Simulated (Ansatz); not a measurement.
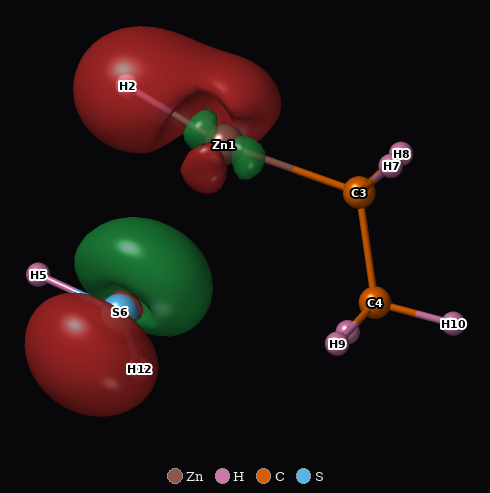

*C₂H₆Zn···H₂S. The HOMO−1 at ±0.15 Å⁻³ᐟ² (green and red are the two phases), seen across its widest extent.*

All numbers below come from RKS PBE/def2-SVP in Ansatz 0.2.0.

```yaml
atoms:
  - { symbol: Zn, position_ang: [0.5268, -1.5137, -0.2361] }
  - { symbol: H, position_ang: [0.3999, -3.0294, 0.1422] }
  - { symbol: C, position_ang: [1.0960, 0.2846, -0.8037] }
  - { symbol: C, position_ang: [0.4247, 1.4837, -0.1235] }
  - { symbol: H, position_ang: [-2.1983, -2.1387, 1.2363] }
  - { symbol: S, position_ang: [-2.2435, -0.9704, 0.5393] }
  - { symbol: H, position_ang: [0.9444, 0.3441, -1.9066] }
  - { symbol: H, position_ang: [2.2003, 0.3392, -0.6650] }
  - { symbol: H, position_ang: [-0.6764, 1.4903, -0.2813] }
  - { symbol: H, position_ang: [0.8000, 2.4606, -0.5043] }
  - { symbol: H, position_ang: [0.5902, 1.4930, 0.9766] }
  - { symbol: H, position_ang: [-1.8641, -0.2430, 1.6261] }
```

Q: What is the character of this orbital?

A: It lies mainly on S6 (about 50 %), Zn1 (about 25 %) and H2 (about 20 %). Its energy is −6.24 eV.
